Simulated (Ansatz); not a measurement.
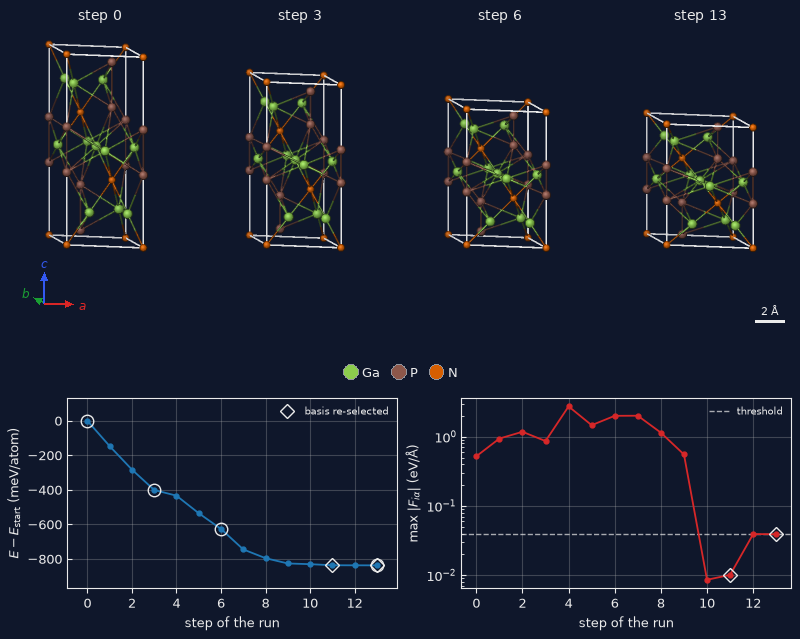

Frames of a relaxation of solid Ga$_{3}$P$_{2}$N (a generated structure, set up in R-3m) (coarse preliminary run), marked on the history of the run. The picture is a ball-and-stick view of the conventional cell (3 times the calculation's cell), seen slightly off an axis. Lengths and directions refer to the drawn axes.

The calculation used DFT PBE, scalar-relativistic, plane waves, PAW in Ansatz.

Input file:
```yaml
crystal:
  lattice:
    - [2.77682519, 1.60320077, 4.4370609]
    - [-2.77682519, 1.60320077, 4.4370609]
    - [0.0, -3.20640154, 4.4370609]
  atoms:
    - { symbol: Ga, position: [0.0, 0.5, 0.0] }
    - { symbol: Ga, position: [0.5, 0.0, 0.0] }
    - { symbol: Ga, position: [0.0, 0.0, 0.5] }
    - { symbol: P, position: [0.61887819, 0.61887819, 0.61887819] }
    - { symbol: P, position: [0.38112181, 0.38112181, 0.38112181] }
    - { symbol: "N", position: [0.0, 0.0, 0.0], spin: 1.0 }
basis:
  ecutwfc: 420
kpoints:
  mp_grid: { grid: [6, 6, 6] }
hamiltonian:
  xc: pbe
scf:
  occupations: { method: gaussian, width: 0.1 }
  lower_state_search: "off"
output:
  forces: true
  stress: true
  eigenvalues: true
  populations: true
magnetization:
  spin_polarized: true
relax:
  adjacent_minimum: "off"
  f_tol: 0.04
  max_steps: 70
  cell: { stress_tol: 0.4 }
```

Command:
```bash
ansatz run input.yaml --threads 1 --pin off --max-ram 2560MiB --backend cpu --events-out ev --progress --plain --runs-dir out
```

### Describe the path.

The largest moves relative to the cell, 0.11 Å, are those of P4 and P5. P5 goes along −c. Ga and N stay in place. The volume changes by −19.5 %, with a = b 5.554 → 6.262 Å (+12.8 %), c 13.311 → 8.429 Å (−36.7 %). Some distances before and after: P4–P5 3.165 → 2.216 Å, Ga1–P4 3.274 → 2.483 Å, Ga1–N6 2.737 → 2.289 Å, Ga1–P4 (another image) 3.196 → 3.321 Å. The space group stays R-3m (No. 166). The energy falls by 837 meV per atom in 11 accepted moves (13 points after the start). The largest force component goes from 0.52 to 0.039 eV/Å. The pressure goes from −10.12 to −0.16 GPa. At 2 points the geometry stayed and the basis and grid were re-selected for the new cell (energy shift of 6.2 meV per atom at most each time). The program noted that the starting moments weren't kept. From step 0 to 3: P atoms move most (0.20 Å), volume −19.7 %, energy −400 meV per atom. From step 3 to 6: P atoms move most (0.08 Å), volume −4.4 %, energy −226 meV per atom. From step 6 to 13: P atoms move most (0.18 Å), volume +4.9 %, energy −211 meV per atom.

```csv
step,"E − E(0), meV/atom","largest force component, eV/Å","pressure, GPa","volume, Å³/atom",note
0,0.00,0.5220,-10.12,19.753,
1,-146.40,0.9411,-9.74,18.129,
2,-282.24,1.1804,-6.81,16.829,
3,-400.27,0.8665,-1.65,15.866,
4,-433.18,2.7414,5.84,15.406,
5,-534.66,1.4695,3.85,15.276,
6,-625.87,2.0059,3.44,15.161,
7,-744.30,2.0122,4.21,14.878,
8,-795.01,1.1450,8.16,14.527,
9,-825.62,0.5550,1.11,15.563,
10,-829.72,0.0086,0.14,15.696,
11,-835.91,0.0101,0.67,15.696,"same geometry, new basis"
12,-836.35,0.0393,-0.17,15.904,
13,-836.54,0.0392,-0.16,15.904,"same geometry, new basis"
```
